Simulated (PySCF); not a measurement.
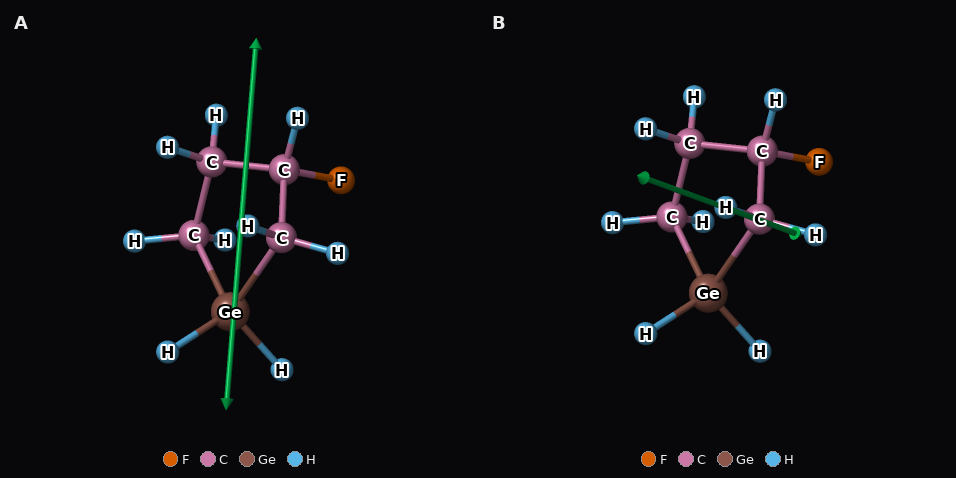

The double arrows show the directions of two transition dipoles from the ground state (lengths mean nothing). The computed structure is the end point of a PBE0-D3(BJ)/def2-SVP optimisation. No frequency run is at hand to confirm it as a minimum. Level of theory: TDDFT B3LYP/def2-SVPD, vertical, gas phase, core orbitals frozen in the response (PySCF 2.14.0).

One belongs to singlet state 2 and one to singlet state 7. Which is which?

Answer. A: state 2, 7.48 eV (166 nm), oscillator strength 0.044, mainly HOMO → LUMO+1 (weight 0.86).
B: state 7, 8.10 eV (153 nm), oscillator strength 0.048, mainly HOMO−2 → LUMO (weight 0.72).
